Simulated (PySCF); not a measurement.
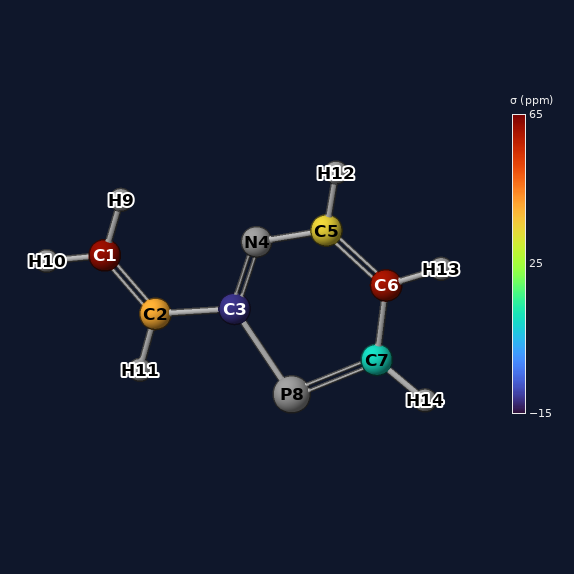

Atoms are coloured by their isotropic NMR shieldings (C only, the others grey). The geometry was computed by an optimisation with GFN2-xTB. No frequency run is at hand to confirm it as a minimum. Level of theory: GIAO PBE0/pcSseg-1 NMR shielding, non-relativistic, gas phase (PySCF 2.14.0).

**Which C atom is the most shielded (lowest chemical shift)?**

C1 (61.8 ppm).

**Which C atom is the least shielded (highest chemical shift)?**

C3 (−11.2 ppm).

**How wide is the range of C shifts?**

73.0 ppm.

List the isotropic NMR shieldings of the C atoms.

```csv
atom,σ (ppm)
C1,61.8
C2,39.9
C3,−11.2
C5,34.4
C6,60.1
C7,10.1
```

The geometry is semi-empirical. Around P such bond lengths and angles can be off by a tenth of an ångström or more and by several degrees, and values that hang on the shape move with them.
